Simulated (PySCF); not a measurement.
Input file:

```
{"job": {"kind": "nmr", "xc": "PBE0", "basis": "pcSseg-1"}, "charge": 0, "multiplicity": 1}
O     -2.297995    -0.396306    -0.538030
C     -0.948560    -0.066158    -0.730009
C     -0.152194    -0.077537     0.572690
F     -0.118672    -1.398102     1.034487
Si     1.649789     0.552013     0.387050
F      2.114705     0.163049    -1.102613
H     -2.338467    -1.258094    -0.105128
H     -0.935632     0.940533    -1.152388
H     -0.473317    -0.753695    -1.442701
H     -0.710553     0.469080     1.340885
H      2.525978    -0.179104     1.281473
H      1.686117     2.003635     0.428256
```

Launched as:

```sh
OMP_NUM_THREADS=1 python probes_run.py task.json out
```

Geometry: GFN2-xTB.

Theory: PBE0/pcSseg-1, SCF density, gas phase, non-relativistic in PySCF 2.14.0.

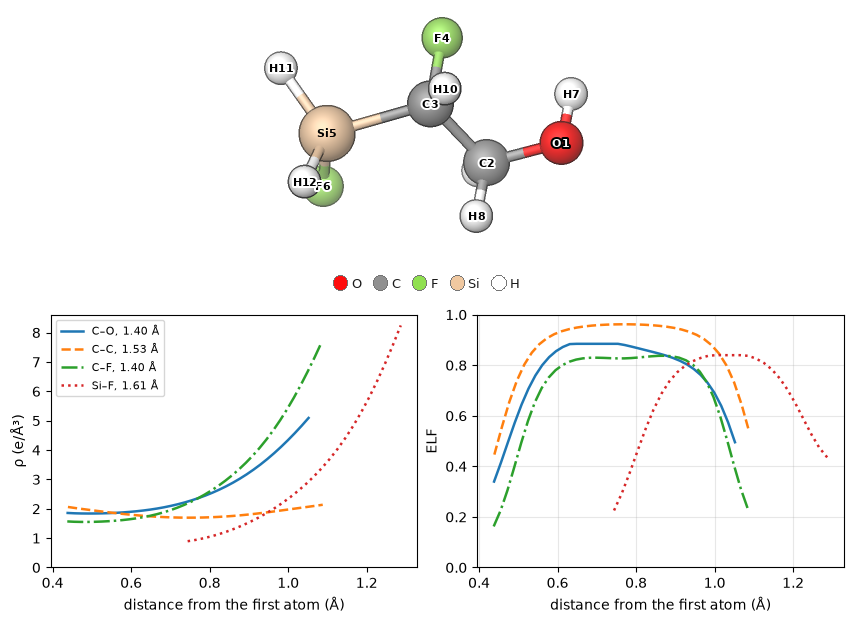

C₂H₆F₂OSi. Total electron density and electron localisation function along straight lines between neighbouring atoms. The curves leave out the atomic cores. The structure is drawn too.

What can be read from the curves?

Answer. C–O (1.40 Å): ρ is about 2.1 e/Å³ halfway, with its minimum of 1.8 e/Å³ about 0.5 Å from C; the ELF peaks at about 0.90 between the atoms: a polar covalent bond.
C–C (1.53 Å): the density is about 1.7 e/Å³ at the midpoint; the ELF peaks at about 0.95 between the atoms: a shared electron pair.
C–F (1.40 Å): ρ at the midpoint is about 2 e/Å³, with its minimum of 1.6 e/Å³ about 0.5 Å from C; the ELF peaks at about 0.85 between the atoms, as expected for a polar covalent bond.
Si–F (1.61 Å): ρ is about 1.1 e/Å³ halfway; the ELF peaks at about 0.85 in the valence shell of F, 0.6 Å from its nucleus, and is about 0.45 at the midpoint.
